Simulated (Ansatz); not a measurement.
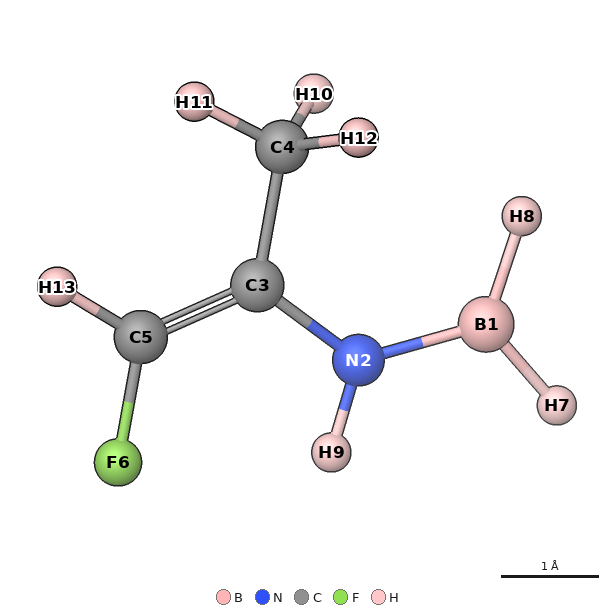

Orthographic view. Depth is shown by fading: the farther an atom, the more it takes the colour of the background. The computed structure is the end point of a PBE0-D4/def2-TZVP optimisation. No frequency run is at hand to confirm it as a minimum.

Write a MOL file (V2000) with the atoms in numerical order, bonds sorted by atom number with the orders drawn, and coordinates in the frame of the picture: x right, y up, z towards the viewer, origin at the mean position.

```
C3H7BFN
                    3D

 13 12  0  0  0  0  0  0  0  0999 V2000
    1.8600   -0.4800   -0.6600 B   0  0  0  0  0  0  0  0  0  0  0  0
    0.5400   -0.8500   -0.3900 N   0  0  0  0  0  0  0  0  0  0  0  0
   -0.5000   -0.0800    0.1200 C   0  0  0  0  0  0  0  0  0  0  0  0
   -0.2400    1.3500    0.4400 C   0  0  0  0  0  0  0  0  0  0  0  0
   -1.7000   -0.6100    0.3100 C   0  0  0  0  0  0  0  0  0  0  0  0
   -1.9400   -1.9100    0.0200 F   0  0  0  0  0  0  0  0  0  0  0  0
    2.5900   -1.3200   -1.1000 H   0  0  0  0  0  0  0  0  0  0  0  0
    2.2300    0.6400   -0.4500 H   0  0  0  0  0  0  0  0  0  0  0  0
    0.2600   -1.8000   -0.5700 H   0  0  0  0  0  0  0  0  0  0  0  0
    0.0800    1.9000   -0.4400 H   0  0  0  0  0  0  0  0  0  0  0  0
   -1.1500    1.8200    0.8300 H   0  0  0  0  0  0  0  0  0  0  0  0
    0.5400    1.4500    1.1900 H   0  0  0  0  0  0  0  0  0  0  0  0
   -2.5700   -0.0900    0.7000 H   0  0  0  0  0  0  0  0  0  0  0  0
  1  2  1  0
  1  7  1  0
  1  8  1  0
  2  3  1  0
  2  9  1  0
  3  4  1  0
  3  5  2  0
  4 10  1  0
  4 11  1  0
  4 12  1  0
  5  6  1  0
  5 13  1  0
M  END
```
